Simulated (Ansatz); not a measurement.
The starting structures come from a database of crystals and need not be the phases stable at ambient conditions.

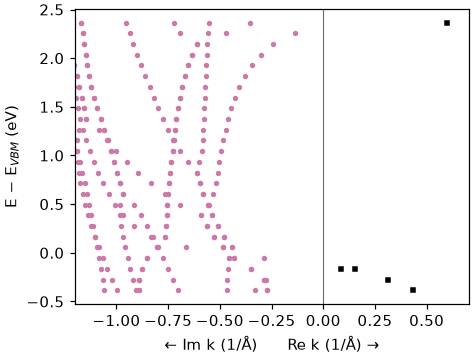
Figure: Complex bands at the centre of the two-dimensional zone; Ansatz (a first-principles code) with r2SCAN

No gap correction and no spin-orbit coupling; mid-gap values are interpolated between computed energies.

### Question
This is ZnPdF6 (R-3, not sure to be the ambient phase, 8 atoms a cell, 12.0 Å³ an atom) along the normal of (101). Read off the slowest decay at the centre of the two-dimensional zone at 1.04 eV, the computed energy nearest the middle of the gap.

### Answer
κ ≈ 0.49 1/Å, a decay length 1/(2κ) of the density of 1.0 Å.
